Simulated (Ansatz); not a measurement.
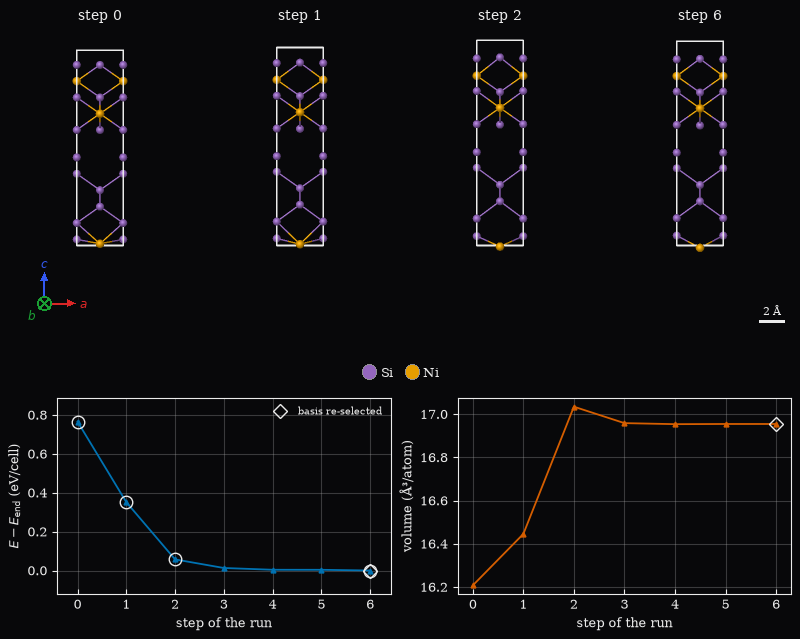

Frames of a relaxation of an interface cell of composition Si$_{4}$Ni, marked on the history of the run. A ball-and-stick model of the cell of the calculation, seen along the b axis.

Case: film shifted by (0.5, 0.5) in the plane.

Theory: DFT PBE, scalar-relativistic, plane waves, PAW (Ansatz 0.2.0). Set-up: plane-wave cutoff 420 eV; k-point mesh 9 × 9 × 2; occupations gaussian; smearing width 0.1 eV; no spin polarisation; cell relaxed at fixed a, b, gamma, alpha, beta; force threshold 0.02 eV/Å; at most 70 steps.

Question: What happens along the run?

Answer: The atom that moves furthest relative to the cell is a Ni atom (0.35 Å along −c). By element the largest moves are Ni 0.35 Å, Si 0.32 Å. The volume changes by +4.6 %, with a = b unchanged at 3.868 Å, c 16.251 → 17.001 Å (+4.6 %). Among the contacts that change: Si–Si 3.082 → 3.777 Å, Ni–Si 2.593 → 3.144 Å, Si–Si 2.585 → 3.022 Å, Si–Si 2.585 → 2.990 Å. Among the angles between lasting bonds that change: Ni–Si–Ni 165.0° → 138.9°, Si–Si–Ni 60.2° → 71.4°, Si–Si–Ni 130.4° → 137.7°. After 5 accepted moves (6 points after the start) the energy has fallen by 0.766 eV per cell of the calculation. Largest force component: 1.2 eV/Å at the start, 0.011 eV/Å at the end. The pressure goes from 0.82 to −3.54 GPa. At 1 point the geometry stayed and the basis and grid were re-selected for the new cell (energy shift of 3.6 meV per cell of the calculation at most each time). From step 0 to 1: a Si atom moves most (0.12 Å), volume +1.5 %, energy −0.414 eV per cell of the calculation. From step 1 to 2: a Ni atom moves most (0.20 Å), volume +3.6 %, energy −0.294 eV per cell of the calculation. From step 2 to 6: a Ni atom moves most (0.11 Å), volume −0.5 %, energy −57.1 meV per cell of the calculation.

```
step  E − E(0), meV/atom  largest force component, eV/Å  pressure, GPa  volume, Å³/atom                      note
   0                0.00                         1.1581           0.82           16.207                          
   1              -27.62                         0.7584          -1.32           16.446                          
   2              -47.25                         0.5105          -4.42           17.035                          
   3              -50.19                         0.2622          -3.52           16.958                          
   4              -50.80                         0.0362          -3.57           16.954                          
   5              -50.81                         0.0112          -3.57           16.955                          
   6              -51.05                         0.0111          -3.54           16.955  same geometry, new basis
```
